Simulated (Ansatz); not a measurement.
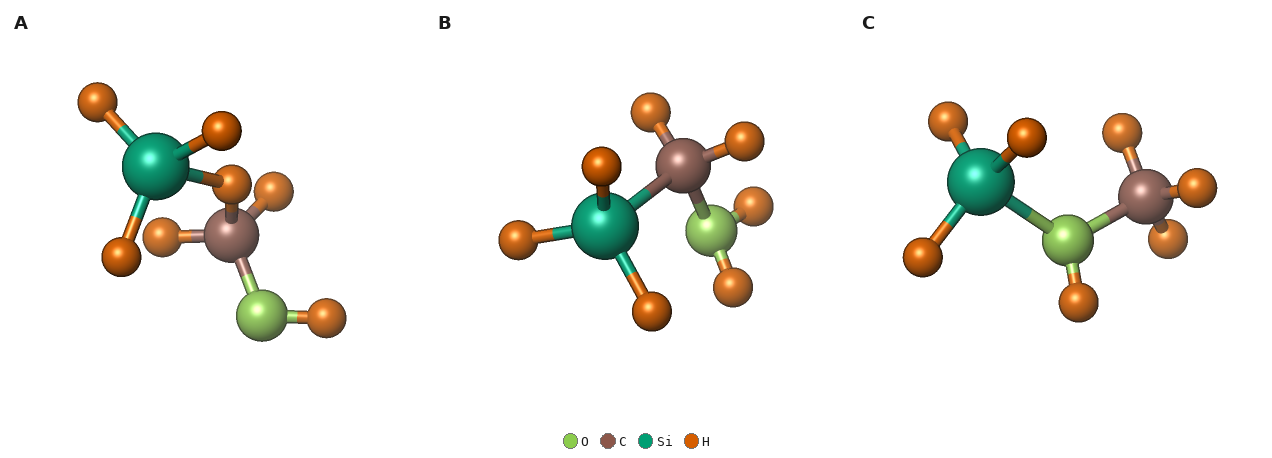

3 stationary structures of one formula. Charge +1, singlet. Geometries: PBE0-D4/def2-TZVP. Electronic energies: ωB97M-V/def2-TZVPP (Ansatz 0.2.0), without zero-point energy. No frequency run is at hand to confirm each as a minimum. Each is one conformer, not always the lowest.

### Rank them by energy, lowest first.

C is lowest; B lies 116.0 kJ/mol above it, A lies 185.9 kJ/mol above it.
